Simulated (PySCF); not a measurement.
# [Eu(O2)2]−: other functionals and bases at one geometry

How far do other levels of theory move the description of [Eu(O2)2]−, and what does each cost? It is a constructed species; whether it can be made isn't addressed.

The runs use PySCF 2.14.0; several levels, as the steps say, no spin–orbit coupling.

2 further runs of the same task are left out: 2 for a known fault of the program. Runs told in other sessions of the task aren't counted.

### 1 Where the work starts

5 atoms, charge -1, spin multiplicity 1.

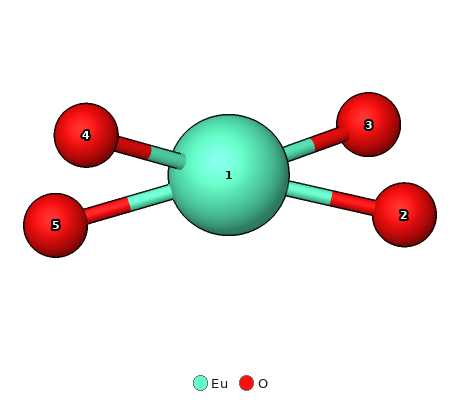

The structure; europium green, oxygen red; atoms are numbered from 1 in the order of the file.

Geometry (Å):

```xyz
5
charge -1, multiplicity 1
Eu    0.0000    0.0000    0.0000
O     0.5419    0.5419    2.0408
O    -0.5419   -0.5419    2.0408
O     0.5419   -0.5419   -2.0408
O    -0.5419    0.5419   -2.0408
```

Formal oxidation states: Eu +3. Each metal's 6 4f electrons lie in its core potential, so multiplicities, spins and levels count the valence alone. An earlier session relaxed this geometry at TPSS, Eu lcecp-1-SVP with ECP52, O def2-SVP (singlet, point group D2d).

At TPSS on the finer grid: E = -336.004163 Eh, HOMO 1.01 eV, LUMO 2.40 eV, Mulliken charge on Eu1 +0.72 e, largest force component 0.002 eV/Å. The highest filled level lies above zero; it isn't the detachment energy.

Levels to run: wB97X; PBE; HF; BP86; TPSS, TZVP. Hardware: 2 threads of Arm Neoverse V1, shared host.

### 2 wB97X

File run.py (the lines that set the calculation):

```python
mol = gto.M(atom='''
Eu     0.00000     0.00000     0.00000
O      0.54188     0.54188     2.04077
O     -0.54188    -0.54188     2.04077
O      0.54188    -0.54188    -2.04077
O     -0.54188     0.54188    -2.04077''',
    basis={'Eu': 'lcecp-1-SVP', 'O': 'def2-SVP'},
    ecp={'Eu': 'lcecp-1-SVP'},
    charge=-1, spin=0)
mf = dft.RKS(mol, xc='WB97X')
mf.grids.atom_grid = (75, 302)  # f atoms: unpruned, at least (60, 302)
mf = mf.density_fit()  # fitting sets: Eu AutoAux, O def2-universal-JKFIT
mf.conv_tol = 1e-08; mf.max_cycle = 55
mf.kernel(dm0)  # dm0: the density of the relaxed state
```

Started as:

```sh
$ OMP_NUM_THREADS=2 python run.py
```

Log:

```text
init E= -335.843136803031
  HOMO = -0.108640996021036  LUMO = 0.160132866322666  gap/eV = 7.31371
cycle= 1 E= -335.851210755205  delta_E= -0.00807  |g|= 0.0643  |ddm|= 0.257
  HOMO = -0.0996047812537673  LUMO = 0.155870518397109  gap/eV = 6.95184
cycle= 2 E= -335.851698891535  delta_E= -0.000488  |g|= 0.0545  |ddm|= 0.125
  HOMO = -0.107131140457049  LUMO = 0.15703353891368  gap/eV = 7.18829
cycle= 3 E= -335.852402057099  delta_E= -0.000703  |g|= 0.0133  |ddm|= 0.0539
  HOMO = -0.105476243004594  LUMO = 0.157629331376349  gap/eV = 7.15947
cycle= 4 E= -335.852468558637  delta_E= -6.65e-05  |g|= 0.00332  |ddm|= 0.0172
  HOMO = -0.105572990375146  LUMO = 0.157512294991317  gap/eV = 7.15892
cycle= 5 E= -335.852479465389  delta_E= -1.09e-05  |g|= 0.000811  |ddm|= 0.00987
  HOMO = -0.105615416183071  LUMO = 0.157541171394364  gap/eV = 7.16086
cycle= 6 E= -335.852480688946  delta_E= -1.22e-06  |g|= 0.000354  |ddm|= 0.00367
  HOMO = -0.105620738268936  LUMO = 0.157545704098784  gap/eV = 7.16112
cycle= 7 E= -335.852480728736  delta_E= -3.98e-08  |g|= 0.00023  |ddm|= 0.000516
  HOMO = -0.105624211655614  LUMO = 0.157546945280167  gap/eV = 7.16125
cycle= 8 E= -335.85248074443  delta_E= -1.57e-08  |g|= 2.88e-05  |ddm|= 0.00027
  HOMO = -0.105625758391556  LUMO = 0.157545270977909  gap/eV = 7.16125
cycle= 9 E= -335.852480745473  delta_E= -1.04e-09  |g|= 6.48e-06  |ddm|= 0.000109
  HOMO = -0.105625527146966  LUMO = 0.157545580285152  gap/eV = 7.16125
Extra cycle  E= -335.8524807455  delta_E= -2.72e-11  |g|= 4.76e-06  |ddm|= 1.32e-05
converged SCF energy = -335.8524807455
```

It took 5.1 s on 2 threads of Arm Neoverse V1, shared host.

Result: E = -335.852481 Eh, HOMO -2.87 eV, LUMO 4.29 eV, Mulliken charge on Eu1 +0.90 e, largest force component 0.681 eV/Å. 

### 3 PBE

run.py (the lines that set the calculation): that of step 2 with these lines changed.

```diff
@@ -9,3 +9,3 @@
     charge=-1, spin=0)
-mf = dft.RKS(mol, xc='WB97X')
+mf = dft.RKS(mol, xc='PBE')
 mf.grids.atom_grid = (75, 302)  # f atoms: unpruned, at least (60, 302)
```

Started as:

```sh
$ OMP_NUM_THREADS=2 python run.py
```

Log:

```text
init E= -335.678926582836
  HOMO = 0.0457415603837705  LUMO = 0.0786847762206442  gap/eV = 0.89643
cycle= 1 E= -335.677202786655  delta_E= 0.00172  |g|= 0.105  |ddm|= 0.187
  HOMO = 0.0200175525671904  LUMO = 0.0826149965422474  gap/eV = 1.70336
cycle= 2 E= -335.657072390827  delta_E= 0.0201  |g|= 0.301  |ddm|= 0.386
  HOMO = 0.0385738500767368  LUMO = 0.0797500349917719  gap/eV = 1.12046
cycle= 3 E= -335.680101288839  delta_E= -0.023  |g|= 0.00802  |ddm|= 0.274
  HOMO = 0.0386095029018495  LUMO = 0.0792020832934384  gap/eV = 1.10458
cycle= 4 E= -335.680123860874  delta_E= -2.26e-05  |g|= 0.00133  |ddm|= 0.0132
  HOMO = 0.0387689687378394  LUMO = 0.0793073156523612  gap/eV = 1.10310
cycle= 5 E= -335.680124159086  delta_E= -2.98e-07  |g|= 0.00106  |ddm|= 0.00203
  HOMO = 0.0387666153712652  LUMO = 0.0793127846296997  gap/eV = 1.10332
cycle= 6 E= -335.680124355762  delta_E= -1.97e-07  |g|= 0.000398  |ddm|= 0.000828
  HOMO = 0.0387476403237529  LUMO = 0.0793139681521993  gap/eV = 1.10387
cycle= 7 E= -335.680124391949  delta_E= -3.62e-08  |g|= 3.64e-05  |ddm|= 0.00031
  HOMO = 0.0387446845396924  LUMO = 0.0793134625597887  gap/eV = 1.10393
cycle= 8 E= -335.680124392251  delta_E= -3.02e-10  |g|= 1.05e-05  |ddm|= 3.1e-05
  HOMO = 0.0387432789238939  LUMO = 0.0793136212647561  gap/eV = 1.10398
Extra cycle  E= -335.680124391936  delta_E= 3.15e-10  |g|= 3.62e-05  |ddm|= 4.44e-05
converged SCF energy = -335.680124391936
```

It took 4.3 s on 2 threads of Arm Neoverse V1, shared host.

Read off: E = -335.680124 Eh, HOMO 1.05 eV, LUMO 2.16 eV, Mulliken charge on Eu1 +0.60 e, largest force component 0.203 eV/Å. The highest filled level lies above zero; it isn't the detachment energy.

### 4 HF

run.py (the lines that set the calculation): that of step 3 with these lines changed.

```diff
@@ -9,4 +9,3 @@
     charge=-1, spin=0)
-mf = dft.RKS(mol, xc='PBE')
-mf.grids.atom_grid = (75, 302)  # f atoms: unpruned, at least (60, 302)
+mf = scf.RHF(mol)
 mf = mf.density_fit()  # fitting sets: Eu AutoAux, O def2-universal-JKFIT
```

Started as:

```sh
$ OMP_NUM_THREADS=2 python run.py
```

Log:

```text
init E= -333.904398388456
  HOMO = -0.172713268218782  LUMO = 0.174175574243257  gap/eV = 9.43933
cycle= 1 E= -333.968947376256  delta_E= -0.0645  |g|= 0.122  |ddm|= 0.664
  HOMO = -0.168823409714974  LUMO = 0.162555840713718  gap/eV = 9.01729
cycle= 2 E= -333.973367851958  delta_E= -0.00442  |g|= 0.0396  |ddm|= 0.192
  HOMO = -0.177514795955562  LUMO = 0.164250420112662  gap/eV = 9.29991
cycle= 3 E= -333.974077910055  delta_E= -0.00071  |g|= 0.0235  |ddm|= 0.0572
  HOMO = -0.174574827980726  LUMO = 0.164103865663879  gap/eV = 9.21592
cycle= 4 E= -333.974285321881  delta_E= -0.000207  |g|= 0.00481  |ddm|= 0.0309
  HOMO = -0.175607023144985  LUMO = 0.163909008863747  gap/eV = 9.23870
cycle= 5 E= -333.974313540031  delta_E= -2.82e-05  |g|= 0.00178  |ddm|= 0.0132
  HOMO = -0.175910804309017  LUMO = 0.163997256632356  gap/eV = 9.24937
cycle= 6 E= -333.974317293072  delta_E= -3.75e-06  |g|= 0.000481  |ddm|= 0.00523
  HOMO = -0.175977761362013  LUMO = 0.164000137303027  gap/eV = 9.25127
cycle= 7 E= -333.974317566688  delta_E= -2.74e-07  |g|= 0.000169  |ddm|= 0.00138
  HOMO = -0.1759762518418  LUMO = 0.163999824002481  gap/eV = 9.25122
cycle= 8 E= -333.974317600517  delta_E= -3.38e-08  |g|= 0.000102  |ddm|= 0.000451
  HOMO = -0.175972604043668  LUMO = 0.164000086614053  gap/eV = 9.25113
cycle= 9 E= -333.974317608121  delta_E= -7.6e-09  |g|= 4.77e-05  |ddm|= 0.000198
  HOMO = -0.17597084204748  LUMO = 0.164000410400156  gap/eV = 9.25109
Extra cycle  E= -333.974317609652  delta_E= -1.53e-09  |g|= 3.52e-05  |ddm|= 7.91e-05
converged SCF energy = -333.974317609652
```

It took 2.2 s on 2 threads of Arm Neoverse V1, shared host.

Result: E = -333.974318 Eh, HOMO -4.79 eV, LUMO 4.46 eV, Mulliken charge on Eu1 +1.42 e, largest force component 0.971 eV/Å. 

### 5 BP86

run.py (the lines that set the calculation): that of step 4 with these lines changed.

```diff
@@ -9,3 +9,4 @@
     charge=-1, spin=0)
-mf = scf.RHF(mol)
+mf = dft.RKS(mol, xc='B88,P86')
+mf.grids.atom_grid = (75, 302)  # f atoms: unpruned, at least (60, 302)
 mf = mf.density_fit()  # fitting sets: Eu AutoAux, O def2-universal-JKFIT
```

Started as:

```sh
$ OMP_NUM_THREADS=2 python run.py
```

Log:

```text
init E= -336.036006406546
  HOMO = 0.0405494238287625  LUMO = 0.0792443954741273  gap/eV = 1.05294
cycle= 1 E= -336.034706489248  delta_E= 0.0013  |g|= 0.0917  |ddm|= 0.166
  HOMO = 0.0187039956070349  LUMO = 0.0826598962241434  gap/eV = 1.74033
cycle= 2 E= -336.019164673281  delta_E= 0.0155  |g|= 0.265  |ddm|= 0.34
  HOMO = 0.0347184213487067  LUMO = 0.0803317597849151  gap/eV = 1.24120
cycle= 3 E= -336.036929013002  delta_E= -0.0178  |g|= 0.00712  |ddm|= 0.241
  HOMO = 0.0346367156561454  LUMO = 0.0797400932346832  gap/eV = 1.22733
cycle= 4 E= -336.036947291949  delta_E= -1.83e-05  |g|= 0.00104  |ddm|= 0.0118
  HOMO = 0.0347508137729783  LUMO = 0.0797987000662737  gap/eV = 1.22582
cycle= 5 E= -336.036947397629  delta_E= -1.06e-07  |g|= 0.000998  |ddm|= 0.00161
  HOMO = 0.034747090903945  LUMO = 0.07979934529045  gap/eV = 1.22593
cycle= 6 E= -336.036947577176  delta_E= -1.8e-07  |g|= 0.000334  |ddm|= 0.000726
  HOMO = 0.0347264750859345  LUMO = 0.0797934878407283  gap/eV = 1.22634
cycle= 7 E= -336.036947602856  delta_E= -2.57e-08  |g|= 4.76e-05  |ddm|= 0.000255
  HOMO = 0.0347221157149232  LUMO = 0.079791492524194  gap/eV = 1.22640
cycle= 8 E= -336.036947603295  delta_E= -4.39e-10  |g|= 2.13e-05  |ddm|= 4.19e-05
  HOMO = 0.0347190766763577  LUMO = 0.0797911344036599  gap/eV = 1.22647
Extra cycle  E= -336.036947601991  delta_E= 1.3e-09  |g|= 7.42e-05  |ddm|= 9.05e-05
converged SCF energy = -336.036947601991
```

Run time: 4.3 s. Hardware: 2 threads of Arm Neoverse V1, shared host.

It gives: E = -336.036948 Eh, HOMO 0.94 eV, LUMO 2.17 eV, Mulliken charge on Eu1 +0.62 e, largest force component 0.123 eV/Å. The highest filled level lies above zero; it isn't the detachment energy.

### 6 TPSS, TZVP

Basis: Eu lcecp-1-TZVP with ECP52, O def2-TZVP. 

File run.py (the lines that set the calculation):

```python
mol = gto.M(atom='''
Eu     0.00000     0.00000     0.00000
O      0.54188     0.54188     2.04077
O     -0.54188    -0.54188     2.04077
O      0.54188    -0.54188    -2.04077
O     -0.54188     0.54188    -2.04077''',
    basis={'Eu': 'lcecp-1-TZVP', 'O': 'def2-TZVP'},
    ecp={'Eu': 'lcecp-1-TZVP'},
    charge=-1, spin=0)
mf = dft.RKS(mol, xc='TPSS')
mf.grids.atom_grid = (75, 302)  # f atoms: unpruned, at least (60, 302)
mf = mf.density_fit()  # fitting sets: Eu AutoAux, O def2-universal-JKFIT
mf.conv_tol = 1e-08; mf.max_cycle = 55
mf.kernel(dm0)  # dm0: free metal ions and neutral atoms
```

Started as:

```sh
$ OMP_NUM_THREADS=2 python run.py
```

Log:

```text
init E= -345.94786392373
  HOMO = 0.0919179551331563  LUMO = 0.133136620720615  gap/eV = 1.12162
cycle= 1 E= -334.135198611733  delta_E= 11.8  |g|= 3.16  |ddm|= 3.84
  HOMO = -0.4625897554515  LUMO = -0.448404481506037  gap/eV = 0.38600
cycle= 2 E= -321.174635534147  delta_E=   13  |g|= 7.11  |ddm|= 5.84
  HOMO = -0.1398848416097  LUMO = 0.00845065633849243  gap/eV = 4.03641
cycle= 3 E= -336.24781022414  delta_E= -15.1  |g|= 0.728  |ddm|= 4.57
  HOMO = 0.0362324543027907  LUMO = 0.100775014893907  gap/eV = 1.75629
cycle= 4 E= -336.352369651488  delta_E= -0.105  |g|= 0.305  |ddm|= 1.33
  HOMO = 0.0219108534960502  LUMO = 0.0777794337711455  gap/eV = 1.52026
cycle= 5 E= -336.378496445293  delta_E= -0.0261  |g|= 0.098  |ddm|= 0.501
  HOMO = 0.0245188951783392  LUMO = 0.0833658410292604  gap/eV = 1.60131
cycle= 6 E= -336.380785947913  delta_E= -0.00229  |g|= 0.0256  |ddm|= 0.0634
  HOMO = 0.0235996946651836  LUMO = 0.0837039604814154  gap/eV = 1.63552
cycle= 7 E= -336.380933339109  delta_E= -0.000147  |g|= 0.00773  |ddm|= 0.0162
  HOMO = 0.0228968831700794  LUMO = 0.0835974169163818  gap/eV = 1.65175
cycle= 8 E= -336.38094745933  delta_E= -1.41e-05  |g|= 0.000979  |ddm|= 0.00476
  HOMO = 0.0229132467188477  LUMO = 0.0836439193251206  gap/eV = 1.65257
cycle= 9 E= -336.380947714259  delta_E= -2.55e-07  |g|= 0.000199  |ddm|= 0.000759
  HOMO = 0.0229085612095881  LUMO = 0.0836478204253596  gap/eV = 1.65280
cycle= 10 E= -336.380947723614  delta_E= -9.36e-09  |g|= 9.46e-06  |ddm|= 0.000175
  HOMO = 0.0229057897132521  LUMO = 0.0836456607305861  gap/eV = 1.65282
Extra cycle  E= -336.380947723621  delta_E= -6.25e-12  |g|= 9.37e-06  |ddm|= 1.88e-05
converged SCF energy = -336.380947723621
```

Wall time 18 s (2 threads of Arm Neoverse V1, shared host).

Result: E = -336.380948 Eh, HOMO 0.62 eV, LUMO 2.28 eV, Mulliken charge on Eu1 +1.21 e, largest force component 0.082 eV/Å. The highest filled level lies above zero; it isn't the detachment energy.

### 7 Results

| level | state | HOMO (eV) | gap (eV) | charge on Eu1 (e) | dipole (D) | largest force component (eV/Å) | basis functions | time |
| --- | --- | --- | --- | --- | --- | --- | --- | --- |
| TPSS (relaxed here) | singlet | 1.01 | 1.39 | 0.72 | 0.00 | 0.00 | 89 | 18 s |
| wB97X | singlet | -2.87 | 7.16 | 0.90 | 0.00 | 0.68 | 89 | 5.1 s |
| PBE | singlet | 1.05 | 1.10 | 0.60 | 0.00 | 0.20 | 89 | 4.3 s |
| HF | singlet | -4.79 | 9.25 | 1.42 | 0.00 | 0.97 | 89 | 2.2 s |
| BP86 | singlet | 0.94 | 1.23 | 0.62 | 0.00 | 0.12 | 89 | 4.3 s |
| TPSS, TZVP | singlet | 0.62 | 1.65 | 1.21 | 0.00 | 0.08 | 171 | 18 s |

Times are on 2 threads of Arm Neoverse V1, shared host; the first row also made further properties. The dipole of a charged species depends on the origin, so these sizes hold for this origin alone.

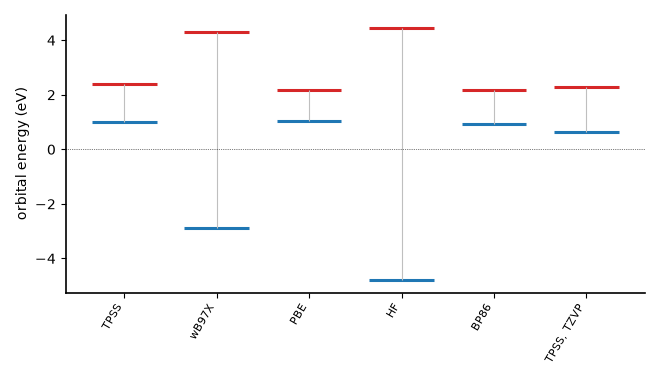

Highest filled and lowest empty level, method by method.

In one basis the HOMO–LUMO gap runs from 1.10 eV (PBE) to 9.25 eV (HF). The largest leftover force, 0.97 eV/Å with HF, stands at a geometry relaxed at another level. The Mulliken charge on Eu spans +0.60 to +1.42 e over the levels. With 4f in the core, its levels are missing from HOMO and gap, and its count is fixed, so no charge can pass from the ligands into it. Total energies of different levels can't be compared. Spin–orbit coupling is left out throughout.
